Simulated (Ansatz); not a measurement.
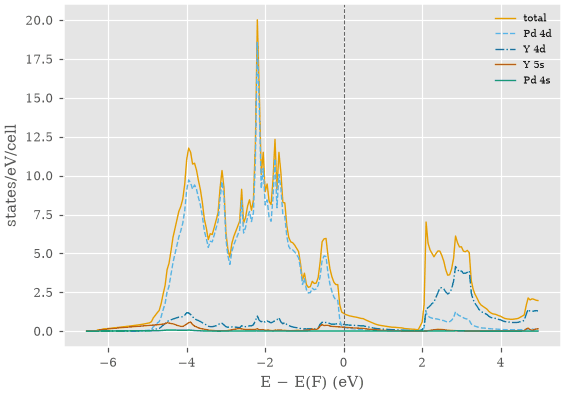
*Total and projected density of states of YPd3 (Cu3Au type, Pm-3m), the program Ansatz at the r²SCAN level (PAW)*

Question: Which orbitals carry the states next to the Fermi level?

Answer: Within 0.5 eV of the Fermi level: Pd 4d 60 %, Y 4d 19 %, Y 5s 12 %, outside the projected shells 9 %. Projections are on Löwdin-orthogonalised atomic valence shells; empty p or d shells of many metals are not among them.

Question: Where is the tallest occupied peak in this window, and what makes it?

Answer: Near -2.2 eV, about 20 states/eV per cell; the largest projected share is Pd 4d.

The first step of the workflow began from a Materials Project structure, measured or hypothetical; the Crystallography Open Database files this formula in space group No. 221, but the cells were not matched. Its standing as an ambient phase is unchecked. The cell was relaxed with r²SCAN under the symmetry of its start; its stability against distortions is not shown here. The run is not spin-polarised. Spin–orbit coupling is left out wherever it is not named.

Potentials: the later of the program's two PAW sets.
